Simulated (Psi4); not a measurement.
# TPSS/def2-TZVP (sweep point 8) run of AlCl (aluminium monochloride)

What is the vertical ionisation energy of AlCl (aluminium monochloride) at TPSS/def2-TZVP (sweep point 8)? 

The results are computed with Psi4 1.11.

4 further runs of the same task are left out: 4 set aside as unsound or not needed.

## 1. The system as given

The species is AlCl (2 atoms), meant as a singlet with charge 0. SMILES: `[Al][Cl]`. The bond length is the measured one.

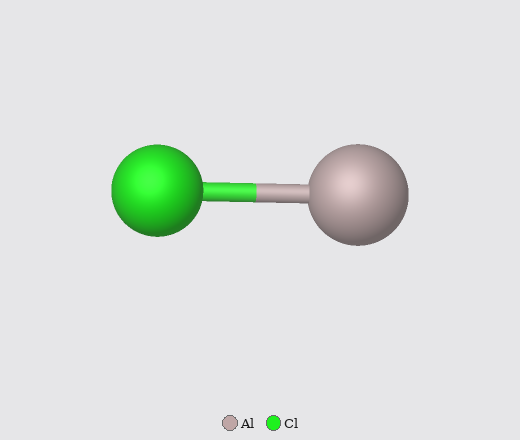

The structure, seen from a chosen angle (aluminium light grey, chlorine green).

## 2. The energy at TPSS/def2-TZVP (sweep point 8)

run.py reads:

```python
import psi4

psi4.set_memory(1600000000)
psi4.set_num_threads(1)
psi4.core.set_output_file('run.log', False)

geom = psi4.geometry("""
0 1
Al     0.000000     0.000000     0.000000
Cl     0.000000     0.000000     2.130113
symmetry c1
""")

psi4.set_options(dict(basis='def2-TZVP', reference='rks', puream=True, scf_type='pk', dft_radial_points=250, dft_spherical_points=1202))

e, wfn = psi4.energy("tpss", return_wfn=True)
print('E =', round(e, 9))
```

On the command line:

```bash
$ python run.py
```

run.log, shortened:

```text
[...]
  Running in c1 symmetry.
[...]
  Nuclear repulsion =   54.902328448335837
[...]
  Multiplicity = 1
[...]
  Nalpha       = 15
  Nbeta        = 15
[...]
    Number of basis functions: 74
[...]
   @RKS iter   1:  -702.67509087385372   -2.47379e-01   5.99737e-03 ADIIS/DIIS
[...]
   @RKS iter   8:  -702.73845470444110   -1.89732e-09   1.25550e-07 DIIS
[...]
    Orbital Energies [Eh]
    ---------------------
    Doubly Occupied:
       1A   -100.971360     2A    -55.648850     3A     -9.223568
       4A     -6.997054     5A     -6.995616     6A     -6.995616
       7A     -4.009857     8A     -2.580249     9A     -2.580249
      10A     -2.575291    11A     -0.745900    12A     -0.370173
      13A     -0.296233    14A     -0.296233    15A     -0.224396
[...]
  @RKS Final Energy:  -702.73845470444110
   => Energetics <=
    Nuclear Repulsion Energy =             54.9023284483358367
    One-Electron Energy =               -1082.3170391720486805
    Two-Electron Energy =                 371.6029978022737623
    DFT Exchange-Correlation Energy =     -46.9267417830019866
    Empirical Dispersion Energy =           0.0000000000000000
    VV10 Nonlocal Energy =                  0.0000000000000000
    Total Energy =                       -702.7384547044410965
[...]
 Multipole Moments:
 ------------------------------------------------------------------------------------
     Multipole            Electronic (a.u.)      Nuclear  (a.u.)        Total (a.u.)
 ------------------------------------------------------------------------------------
 L = 1.  Multiply by 2.5417464519 to convert [e a0] to [Debye]
 Dipole X            :          0.0000000            0.0000000            0.0000000
 Dipole Y            :         -0.0000000            0.0000000           -0.0000000
 Dipole Z            :         -0.7520222            0.2658241           -0.4861981
 Magnitude           :                                                    0.4861981
[...]
```

On the terminal:

```text
E = -702.738454704
```

It took 60 s on 1 thread of AMD EPYC 7R43 (Zen 3), shared host; peak memory 1.1 GiB.

## 3. The doublet cation at the same level

run.py reads:

```python
import psi4

psi4.set_memory('1600 MB')
psi4.set_num_threads(1)
psi4.core.set_output_file('psi4.out', False)

molecule = psi4.geometry("""
1 2
Al     0.000000     0.000000     0.000000
Cl     0.000000     0.000000     2.130113
units angstrom
symmetry c1
""")

psi4.set_options({
    'basis': 'def2-TZVP',
    'reference': 'uks',
    'puream': True,
    'scf_type': 'pk',
    'dft_radial_points': 250,
    'dft_spherical_points': 1202,
    'maxiter': 150,
})

energy_value, wavefunction = psi4.energy('tpss', molecule=molecule, return_wfn=True)
print('E =', round(energy_value, 9))
for k, v in sorted(psi4.core.scalar_variables().items()):
    print(f'{k:45s} {v:18.10f}')
```

On the command line:

```bash
$ python run.py
```

psi4.out, shortened:

```text
[...]
  Running in c1 symmetry.
[...]
  Nuclear repulsion =   54.902328448335837
[...]
  Multiplicity = 2
[...]
  Nalpha       = 15
  Nbeta        = 14
[...]
    Number of basis functions: 74
[...]
   @UKS iter   1:  -702.34876511274285    7.89468e-02   5.25036e-03 ADIIS/DIIS
[...]
   @UKS iter   9:  -702.40419168746485   -1.50758e-07   7.72564e-07 DIIS
[...]
   @S^2 Observed:                7.525401896E-01
[...]
    Orbital Energies [Eh]
    ---------------------
    Alpha Occupied:
       1A   -101.227151     2A    -55.981744     3A     -9.475831
       4A     -7.254519     5A     -7.246226     6A     -7.246226
       7A     -4.337529     8A     -2.908174     9A     -2.908174
      10A     -2.903485    11A     -0.988850    12A     -0.626396
      13A     -0.525564    14A     -0.525564    15A     -0.509604
    Alpha Virtual:
      16A     -0.336439    17A     -0.336439    18A     -0.238228
      19A     -0.103757    20A     -0.099673    21A     -0.099673
      22A     -0.087429    23A     -0.087428    24A     -0.050334
      25A     -0.025222    26A     -0.025222    27A     -0.001489
[...]
  @UKS Final Energy:  -702.40419168746485
   => Energetics <=
    Nuclear Repulsion Energy =             54.9023284483358367
    One-Electron Energy =               -1074.0860885617239546
    Two-Electron Energy =                 363.4532256186125778
    DFT Exchange-Correlation Energy =     -46.6736571926894044
    Empirical Dispersion Energy =           0.0000000000000000
    VV10 Nonlocal Energy =                  0.0000000000000000
    Total Energy =                       -702.4041916874648450
[...]
 Multipole Moments:
 ------------------------------------------------------------------------------------
     Multipole            Electronic (a.u.)      Nuclear  (a.u.)        Total (a.u.)
 ------------------------------------------------------------------------------------
 L = 1.  Multiply by 2.5417464519 to convert [e a0] to [Debye]
 Dipole X            :          0.0000000            0.0000000            0.0000000
 Dipole Y            :          0.0000000            0.0000000            0.0000000
 Dipole Z            :         -2.5686842            0.2658241           -2.3028601
 Magnitude           :                                                    2.3028601
[...]
```

Standard output:

```text
E = -702.404191687
CURRENT ENERGY                                   -702.4041916875
CURRENT REFERENCE ENERGY                         -702.4041916875
DD SOLVATION ENERGY                                 0.0000000000
DFT FUNCTIONAL TOTAL ENERGY                      -702.4041916875
DFT TOTAL ENERGY                                 -702.4041916875
DFT VV10 ENERGY                                     0.0000000000
DFT XC ENERGY                                     -46.6736571927
GRID ELECTRONS ALPHA                               14.9999999928
GRID ELECTRONS BETA                                13.9999999927
GRID ELECTRONS TOTAL                               28.9999999855
NUCLEAR REPULSION ENERGY                           54.9023284483
ONE-ELECTRON ENERGY                             -1074.0860885617
PCM POLARIZATION ENERGY                             0.0000000000
PE ENERGY                                           0.0000000000
SCF ITERATION ENERGY                             -702.4041916875
SCF ITERATIONS                                      9.0000000000
SCF TOTAL ENERGY                                 -702.4041916875
TWO-ELECTRON ENERGY                               363.4532256186
XC GRID RADIAL POINTS                             250.0000000000
XC GRID SPHERICAL POINTS                         1202.0000000000
XC GRID TOTAL POINTS                           556970.0000000000
```

Wall time 95 s (1 thread of AMD EPYC 7R43 (Zen 3), shared host); peak memory 1.1 GiB.

## 4. Outcome

At TPSS/def2-TZVP (sweep point 8):

```
                                          quantity          value
                        singlet AlCl: total energy  -702.73845 Eh
                       singlet AlCl: dipole moment         1.24 D
                         singlet AlCl: HOMO energy       -6.11 eV
                         singlet AlCl: LUMO energy       -2.28 eV
                       singlet AlCl: HOMO–LUMO gap        3.83 eV
                      doublet cation: total energy  -702.40419 Eh
doublet cation: HOMO energy (highest over α and β)      -13.87 eV
 doublet cation: LUMO energy (lowest over α and β)      -12.32 eV
                              doublet cation: ⟨S²⟩          0.753
vertical ionisation energy (to the doublet cation)       9.096 eV
```

**Reading.** Removing an electron at fixed nuclei costs 9.10 eV (878 kJ/mol). The negative HOMO energy of the first species, 6.11 eV, lies 2.99 eV below that difference.
